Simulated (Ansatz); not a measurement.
```xyz
8

F    -0.7226    1.6515   -0.7009
C    -0.2276    0.8720    0.3363
Si    0.2862   -0.8322   -0.2734
F    -1.0089   -1.6746   -0.6834
H    -0.9981    0.8002    1.1122
H     0.6353    1.3876    0.7762
H     0.9670   -1.5391    0.8406
H     1.1607   -0.7226   -1.4633
```

Geometry: PBE0-D4/def2-TZVP.

Method: RKS PBE0-D4/def2-TZVPP in Ansatz.

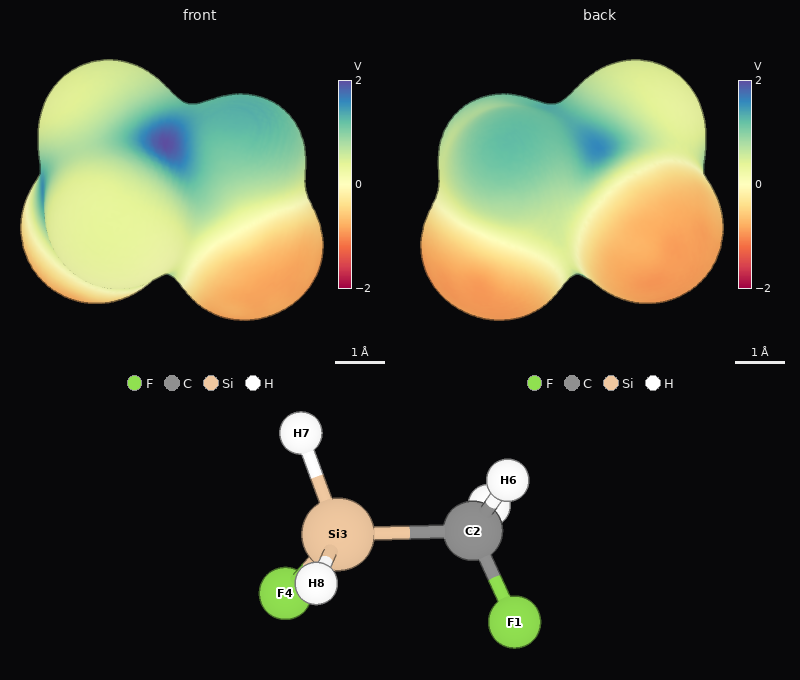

CH$_{4}$F$_{2}$Si. The molecular electrostatic potential painted on the density surface at 0.002 e/bohr³, seen from the front and from behind; red is negative and blue positive. The bare structure is drawn below in the same view.

Which sites attract a positive test charge, and which a negative one?

A positive charge is drawn to the negative regions and a negative charge to the positive ones. The most negative region (about −0.9 V) lies over F1 and F4, the most positive (about +1.9 V) over Si3.
